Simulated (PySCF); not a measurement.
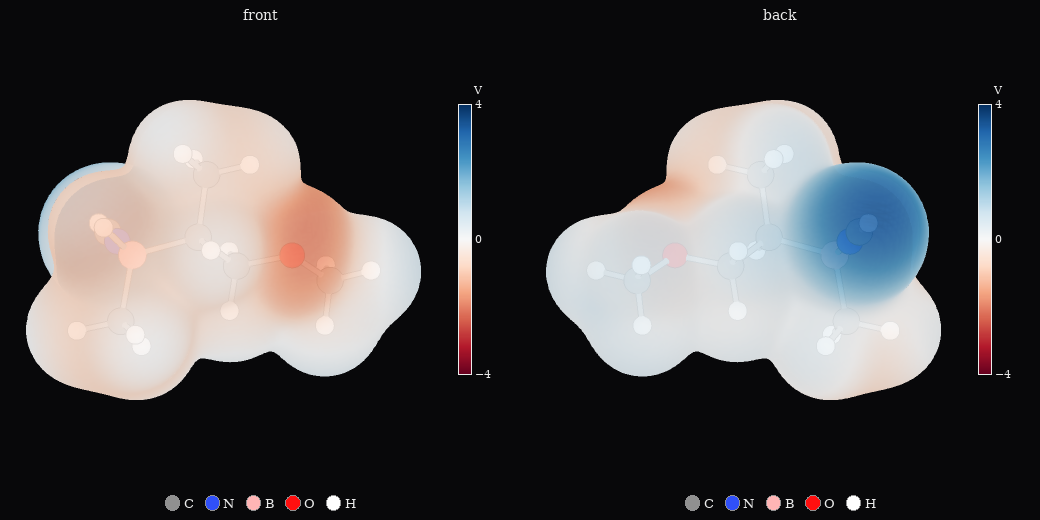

The picture shows: C6H14BNO. The molecular electrostatic potential painted on the density surface at 0.002 e/bohr³, seen from the front and from behind; red is negative and blue positive.

Geometry: GFN2-xTB.

These are results of PBE0/pcSseg-1, SCF density, gas phase, non-relativistic in PySCF 2.14.0, not measurements.

Input file:

```
{"job": {"kind": "nmr", "xc": "PBE0", "basis": "pcSseg-1"}, "charge": 0, "multiplicity": 1}
C     -2.101571    -1.113286    -1.714414
N     -1.928999    -0.319436    -0.901969
B     -1.641819     0.629829     0.153651
C     -2.169994    -0.053622     1.545287
C     -0.006467     0.901075     0.108997
C      0.428568     1.618660    -1.168886
C      0.823297    -0.366615     0.290768
O      2.187479    -0.021487     0.449763
C      3.016198    -1.132830     0.625839
H     -2.270465    -1.834357    -2.462052
H     -2.242050     1.620278    -0.120531
H     -3.253304    -0.149213     1.559692
H     -1.752599    -1.043775     1.712440
H     -1.887625     0.570315     2.387839
H      0.233376     1.552694     0.953330
H      0.192217     1.021848    -2.049696
H      1.502246     1.792731    -1.151492
H     -0.078732     2.575916    -1.258142
H      0.488144    -0.923814     1.178635
H      0.715637    -1.029932    -0.585714
H      4.028671    -0.755878     0.759655
H      2.723902    -1.714848     1.510955
H      2.989137    -1.797271    -0.249649
```

Command:

```sh
OMP_NUM_THREADS=1 python probes_run.py task.json out
```

Which sites attract a positive test charge, and which a negative one?

Answer. A positive charge is drawn to the negative regions and a negative charge to the positive ones. The most negative region (about −1.9 V) lies over O8, the most positive (about +3.2 V) over H10. O8 is the likeliest acceptor of a hydrogen bond.

How polar is the molecule by this calculation?

Answer. Its dipole moment is 5.79 D.
